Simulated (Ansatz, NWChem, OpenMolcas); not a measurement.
## How basis sets differ on TlF (SMILES [F][Tl])

TlF has 2 atoms, charge 0, and is taken as a singlet. As SMILES, `[F][Tl]`. The bond length is the measured one.

```xyz
2

F     0.0000    0.0000    0.0000
Tl    0.0000    0.0000    2.0844
```

Quantity: the dipole moment, in D. The values are calculated.

| level | kind | program | value (D) | CPU time |
| --- | --- | --- | --- | --- |
| HF/LANL2DZ (core potential) | Hartree–Fock | NWChem | 4.82 | 2.4 s |
| HF/def2-SVP (core potential) | Hartree–Fock | Ansatz | 4.13 | 1.4 s |
| HF/def2-mTZVP (core potential) | Hartree–Fock | Ansatz | 4.41 | 1.3 s |
| HF/def2-mTZVPP (core potential) | Hartree–Fock | Ansatz | 4.24 | 1.4 s |
| HF/def2-TZVP (core potential) | Hartree–Fock | Ansatz | 4.30 | 1.8 s |
| HF/def2-TZVPPD (core potential) | Hartree–Fock | OpenMolcas | 4.32 | 8.1 s |
| HF/def2-QZVP (core potential) | Hartree–Fock | Ansatz | 4.28 | 2.4 s |

The values span 4.13 to 4.82 D. Without the sets that lack polarisation functions the rows with a basis span only 4.13 to 4.41 D. CPU times are rough (shared hosts, several kinds of processor): they show what a rung costs within a factor of a few.

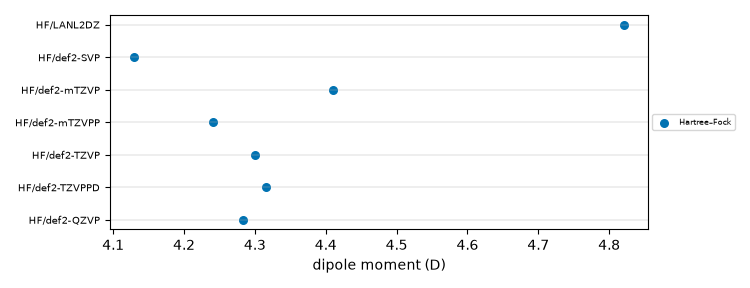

The values of the table, level by level.
